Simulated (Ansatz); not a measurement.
```xyz
6

F    -1.1684    1.8061   -2.8256
F    -2.0207   -0.4639   -2.2025
Ge    0.7863   -0.7032   -4.2643
Si   -1.1386    0.2727   -3.3419
Si   -1.0096   -0.3792   -5.5397
H     2.2192   -1.1499   -3.9313
```

Geometry: PBE0-D3(BJ)/def2-SVP.

These are results of Ansatz, isolated molecule in a Gaussian basis; Kohn-Sham density functional theory, functional PBE0, not measurements.

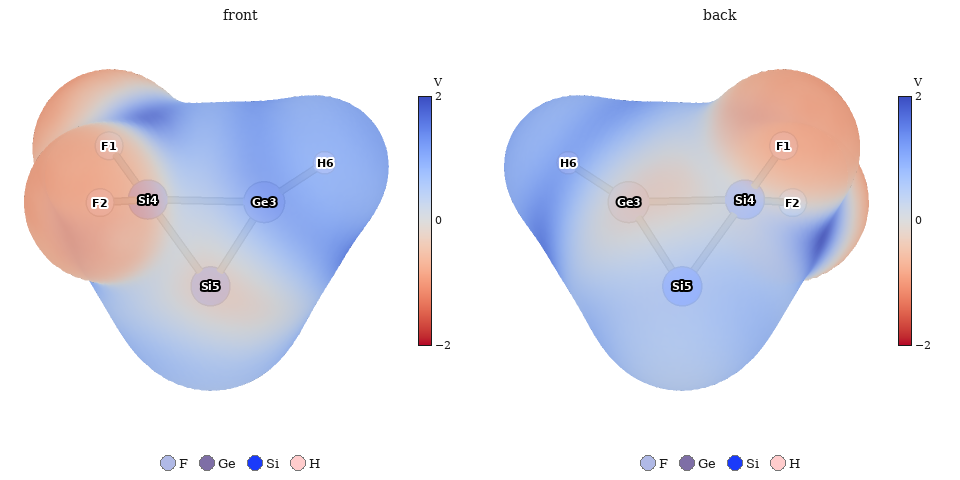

F$_{2}$GeHSi$_{2}$ (SMILES F[Si]1(F)[Si]=[GeH]1) (doublet). The molecular electrostatic potential painted on the density surface at 0.002 e/bohr³, seen from the front and from behind; the colour scale runs from red (negative) to blue (positive).

Which sites attract a positive test charge, and which a negative one?

A positive charge is drawn to the negative regions and a negative charge to the positive ones. The most negative region (about −0.9 V, or −21 kcal/mol for a unit charge) lies over F1 and F2, the most positive (about +1.6 V, or +37 kcal/mol for a unit charge) over Si4.
